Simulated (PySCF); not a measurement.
Input

```
{"job": {"kind": "nmr", "xc": "PBE0", "basis": "pcSseg-1", "pop": false}, "charge": 0, "multiplicity": 1}
C     -2.784763    -0.026578     0.466603
C     -1.845874     0.799015     0.050334
N     -0.621011     0.346376    -0.507858
C      0.487608     0.133284     0.247948
O      0.512239     0.300163     1.449069
C      1.661411    -0.323654    -0.540408
C      2.808617    -0.568601     0.080802
Cl     4.221995    -1.097110    -0.711859
H     -2.666610    -1.094843     0.398846
H     -3.700003     0.338318     0.896409
H     -1.944557     1.875713     0.133295
H     -0.584304     0.205906    -1.505758
H      1.552577    -0.447444    -1.607354
H      2.902675    -0.440546     1.149929
```

Command:

```sh
OMP_NUM_THREADS=1 python ens_run.py task.json out
```

Geometry: GFN2-xTB.

The calculation used PySCF, PBE0/pcSseg-1, SCF density, gas phase, non-relativistic.

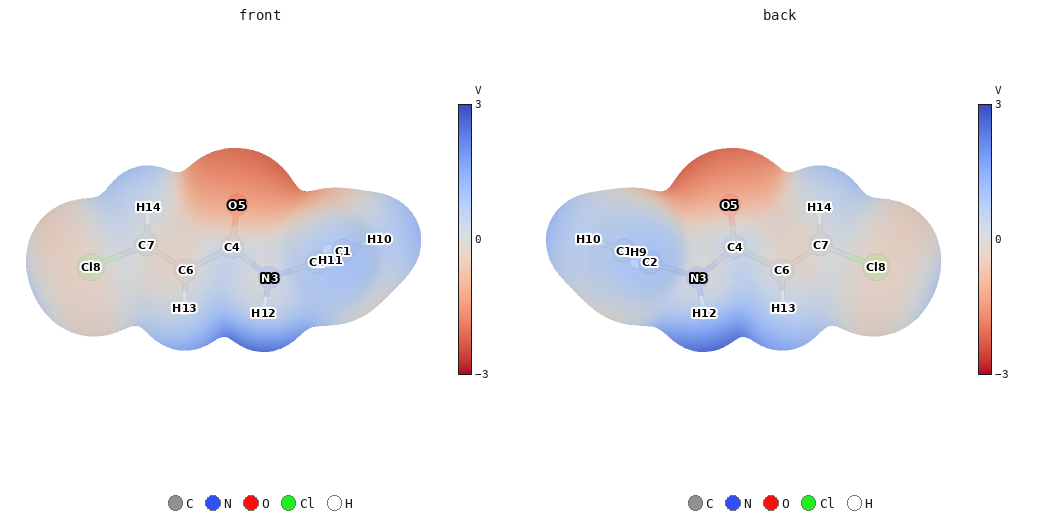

C5H6ClNO (SMILES C=CNC(=O)/C=C/Cl). The molecular electrostatic potential painted on the density surface at 0.002 e/bohr³, seen from the front and from behind; the colour scale runs from red (negative) to blue (positive).

Where is the surface potential most negative and most positive?

Answer. The most negative region (about −2.0 V) lies over O5, the most positive (about +2.4 V) over H12. Cl8 shows a σ-hole: about +0.6 V at the tip opposite its bond, against about −0.3 V on its flanks. O5 is the likeliest acceptor of a hydrogen bond.
